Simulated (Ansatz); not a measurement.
**CH3F···NH2 (charge −1): density, localisation and related maps**

```xyz
8

F    -1.4942   -1.4570    1.5142
C    -0.6677   -0.6479    0.6787
N     0.8710    0.8542   -1.1674
H     0.0065   -0.0684    1.3030
H    -1.2956    0.0152    0.0906
H    -0.1005   -1.2878    0.0090
H     1.8859    0.7147   -1.2282
H     0.7947    1.8771   -1.2000
```

The reactant side of a reaction path; geometry: PBE0-D4/def2-TZVPD; the highest occupied orbital lies above zero, a sign that basis and functional describe the outermost electron poorly.

Level of theory: RKS PBE0-D4/def2-TZVPPD (Ansatz).

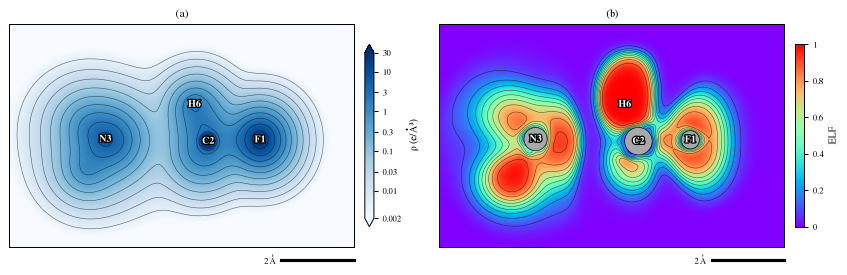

Figure 1. (a) electron density; (b) electron localisation function on the plane of atoms F1, C2 and H6. Grey discs cover the atomic cores in the ELF map.

> Interpret the plot.

The section cuts through F, C, N and H sites.
C2···N3 (2.83 Å): the density falls to about 0.1 e/Å³ on the way; the ELF dips to about 0.05 between them.
C–F (1.43 Å): ρ is about 1.8 e/Å³ halfway, with its minimum of 1.4 e/Å³ about 0.5 Å from C; the ELF peaks at about 0.85 between the atoms, as expected for a polar covalent bond.
C–H (1.09 Å): the density is about 2.1 e/Å³ at the midpoint; the ELF climbs to about 1 towards the hydrogen, as it does in any bond to H: an ordinary covalent bond to hydrogen.
The ELF also peaks beside F1, away from the bonds: lone-pair regions.

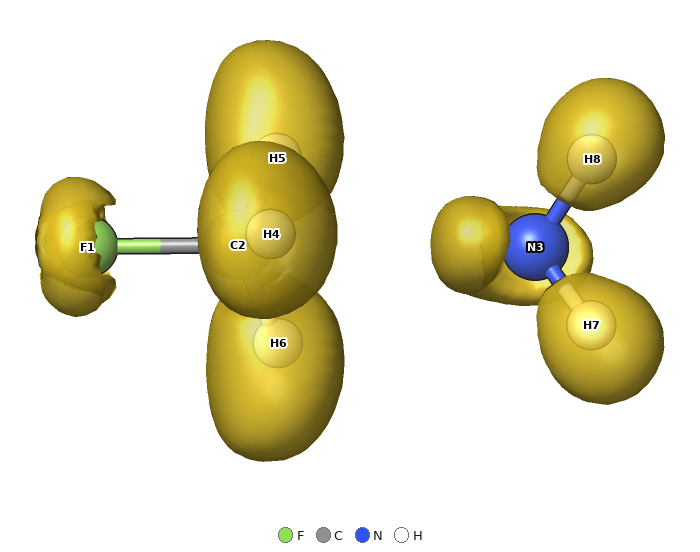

Figure 2. Isosurface of the ELF at 0.85 (yellow), seen across its widest extent. Only the valence region is drawn (cores and ρ < 0.01 e/Å³ removed).

> Identify the bonds, lone pairs and shells in this picture.

The ELF exceeds this value in five regions around hydrogen nuclei, one lobe on N, pointing away from the bonds (lone pairs) and one region wrapped around F (its lone pairs, merged into a ring or cap).

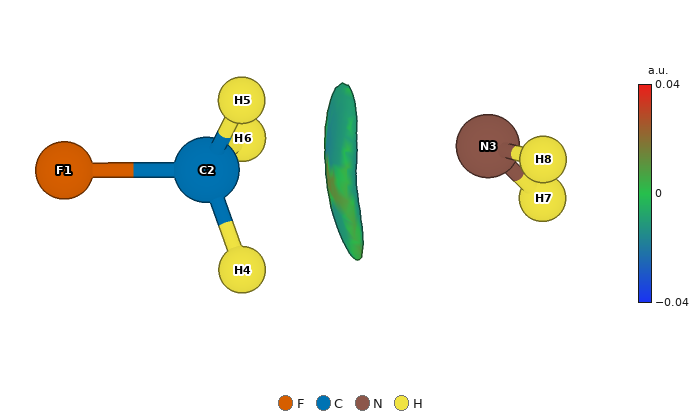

Figure 3. Non-covalent interaction (NCI) plot: the surface where the reduced density gradient is 0.6, for densities under 0.05 a.u., coloured by sign(λ₂)ρ; seen from one side.

> Which non-covalent interactions does the plot reveal?

Between C2 and H5 on one side and N3 on the other: a weakly attractive contact (blue-green).

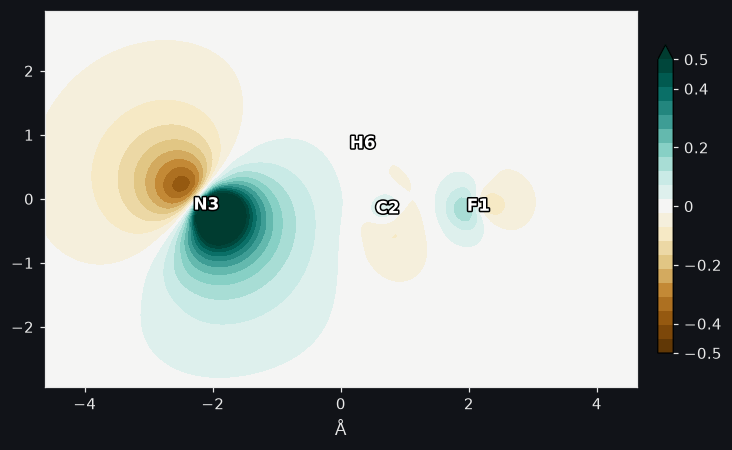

Figure 4. The HOMO on the plane of atoms F1, C2 and H6 (values in Å⁻³ᐟ²; the overall sign is arbitrary).

> Describe this orbital and give its energy.

Its weight (Hirshfeld) is mainly on N3 (about 75 %), H8 (about 10 %) and H7 (about 10 %); largely a lone pair of N3. Its energy is 1.16 eV.
